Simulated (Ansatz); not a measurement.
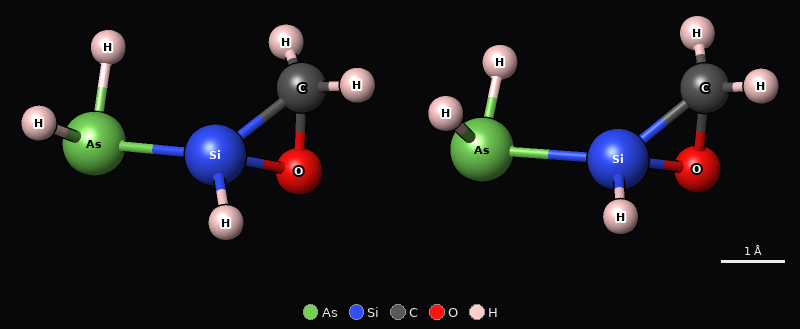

Two geometries of CH₅AsOSi, drawn at one scale. One is the start of a relaxation, the other its converged end. Style: ball-and-stick. Shown from a free direction.

The calculation used RKS B3LYP-D4/def2-mTZVP in Ansatz 0.2.0. (no spin polarisation; force threshold 0.015 eV/Å; at most 40 steps)

Which one is relaxed?

Answer. The right one is the relaxed one. The run prepares an end point of a later path (torsion) calculation, from a guessed geometry. The largest move after the best rigid fit is that of an H atom, 0.33 Å. Largest moves by element: H 0.33 Å, As 0.23 Å, Si 0.18 Å, O 0.16 Å, C 0.12 Å. Near-neighbour distances that change, for instance: As–Si 2.255 → 2.366 Å, C–O 1.415 → 1.492 Å, O–Si 1.747 → 1.678 Å, C–H 1.144 → 1.087 Å. Bond angles that change, for instance: H–C–H 126.4° → 113.6°, O–Si–H 104.2° → 116.1°, As–Si–C 114.6° → 125.3°. The energy falls by 53.9 kJ/mol in 9 accepted moves (10 points after the start). Largest force component: 2 eV/Å at the start, 0.0069 eV/Å at the end. The line search rejected the trial step at point 9 of the run.
